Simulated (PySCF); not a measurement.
# MgO (magnesium oxide) at r2SCAN/STO-3G

What is the vertical ionisation energy of MgO (magnesium oxide) at r2SCAN/STO-3G? 

The calculation is run with PySCF 2.14.0.

12 further runs of the same task are left out: 5 that didn't finish, 7 set aside as unsound or not needed.

## Step 1: The system as given

MgO has 2 atoms, charge 0, and is taken as a singlet. As SMILES, `[O]=[Mg]`. Geometry: relaxed at PBE0-D4/def2-TZVP.

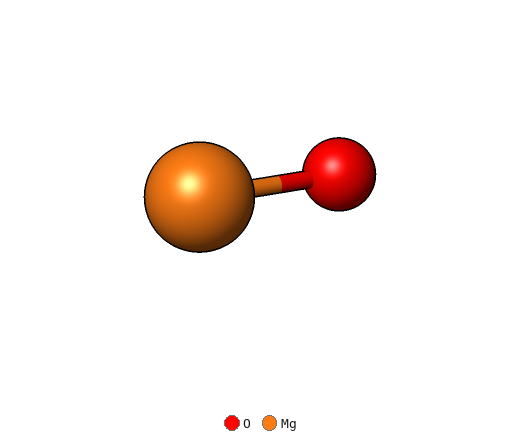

Viewed from a chosen angle; oxygen red, magnesium orange.

## Step 2: A single-point energy at r2SCAN/STO-3G

run.py reads:

```python
from pyscf import gto, dft

mol = gto.Mole()
mol.atom = 'O -0.000000 -0.000000 -0.045320; Mg 0.000000 0.000000 1.687290'
mol.basis = 'sto-3g'
mol.charge = 0
mol.max_memory = 1860
mol.verbose = 3
mol.build()

mf = dft.RKS(mol)
mf.xc = 'r2scan'
mf.grids.level = 5
mf.conv_tol = 1e-10
mf.kernel()
if not mf.converged:
    mf = mf.newton().run(mf.mo_coeff, mf.mo_occ)

etot = mf.e_tot
print('Final energy', etot)
```

Launch:

```console
$ OMP_NUM_THREADS=1 python run.py
```

Log:

```text
converged SCF energy = -271.524085762601
Final energy -271.5240857626005
```

It took 2 s on 1 thread of Arm Neoverse V1, shared host; peak memory 0.16 GiB.

## Step 3: The doublet cation at the same level

calc.py reads:

```python
from pyscf import gto, dft

mol = gto.M(
    atom='O -0.000000 -0.000000 -0.045320; Mg 0.000000 0.000000 1.687290',
    basis='sto-3g',
    verbose=3,
    spin=1,
    charge=1,
    max_memory=1860,
)

mf = dft.UKS(mol, xc='r2scan')
mf.conv_tol = 1e-10
mf.grids.level = 5
mf.kernel()
if not mf.converged:
    mf = mf.newton().run(mf.mo_coeff, mf.mo_occ)

e_tot = mf.e_tot
print('Final energy', e_tot)
```

Launch:

```console
$ OMP_NUM_THREADS=1 python calc.py
```

Log:

```text
WARN: HOMO -0.394946834639932 >= LUMO -0.394946834639933

converged SCF energy = -271.442131280064  <S^2> = 0.78856154  2S+1 = 2.0381968
Final energy -271.4421312800635
```

Wall time 4.8 s (1 thread of Arm Neoverse V1, shared host); peak memory 0.18 GiB.

## Step 4: Outcome

At r2SCAN/STO-3G:

| quantity | value |
| --- | --- |
| singlet MgO: total energy | -271.52409 Eh |
| singlet MgO: dipole moment | 4.98 D |
| doublet cation: total energy | -271.44213 Eh |
| doublet cation: HOMO energy (highest over α and β) | -8.25 eV |
| doublet cation: LUMO energy (lowest over α and β) | -6.30 eV |
| doublet cation: ⟨S²⟩ | 0.789 |
| vertical ionisation energy (to the doublet cation), in doubt | 2.230 eV |

In words: The vertical ionisation energy comes to 2.23 eV (51 kcal/mol). This value lies far from the orbital energy or is too small for a neutral ground state: the hole may sit in another orbital, or the first species is not in its lowest state. In a minimal basis such a difference can be off by several eV, whatever the method.
